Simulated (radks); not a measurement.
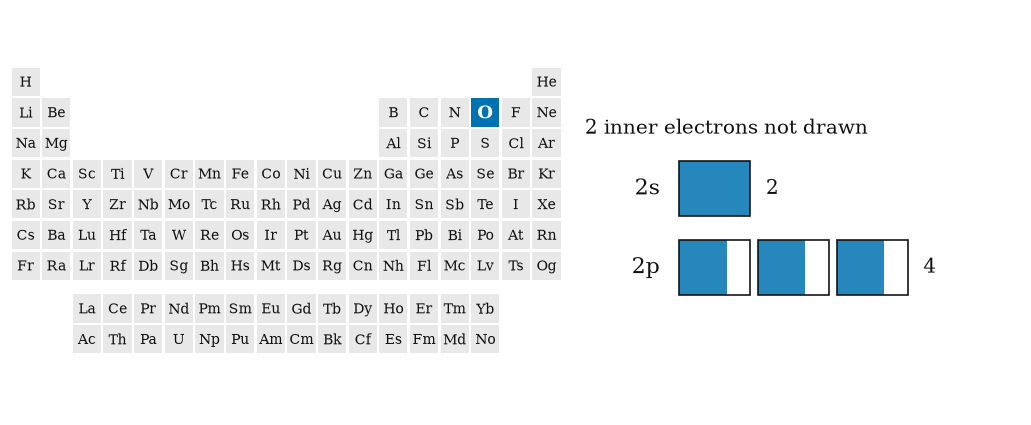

Left, the place of oxygen in the periodic table; right, the outer shells as the input fills them: a box for each of the 2l + 1 orbitals, shaded by the share of the shell that is filled, with the electron count at the right.

O: atomic calculation

- system: a free O atom in the configuration [He] 2s2 2p4.
- method: non-relativistic Kohn-Sham, LDA (Slater exchange, Perdew-Wang correlation), spin-unpolarised, spherical densities, point nucleus (the in-house radial solver radks)

## Input
```
Z 8
configuration [He] 2s2 2p4
relativity non-relativistic
functional lda,pw
spin unpolarised
nucleus point
mesh_step 0.03
max_iterations 92
```

Energies in input and log are in hartree, lengths in bohr.

The run was one of a batch that the task file lists, launched with:
```bash
python <driver script> task.json out
```

## Output
```
1s      1   2.0000         -18.75815064
2s      1   2.0000          -0.87122172
2p      1   4.0000          -0.33826031
Etot -74.47069220303955
Ekin 74.11517093495385
Encl -177.14905782641608
Eh 36.32900139187065
Exc -7.7658067034479625
err 1.8898852631334697e-09
it 13
```

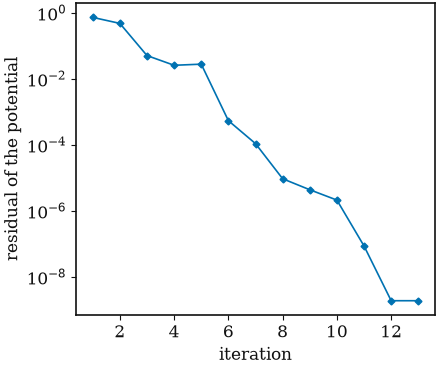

Convergence: residual of the potential against the iteration. The residual falls almost steadily, with no more than small rises or pauses. It goes from 0.73 to 1.9×10⁻⁹ in 13 steps.

## What the run reported

| quantity | value |
| --- | --- |
| outcome | converged |
| total energy | −74.470692 hartree |
| kinetic energy | 74.115171 hartree |
| electron–nucleus energy | −177.149058 hartree |
| Hartree energy | 36.329001 hartree |
| exchange–correlation energy | −7.765807 hartree |
| radius at density 0.001 e/bohr³ | 3.29 bohr |
| SCF iterations | 13 |
| hardware | 1 thread of Arm Neoverse V2, 23 GiB of memory available, shared host |

## What is odd here

A numerical setting was moved from its usual value: mesh step h = 0.03. The program ran to the end, and its total energy equals that of the same run with the usual input (−74.47069 hartree) within 10⁻⁵ hartree, so the oddity leaves no trace in it.
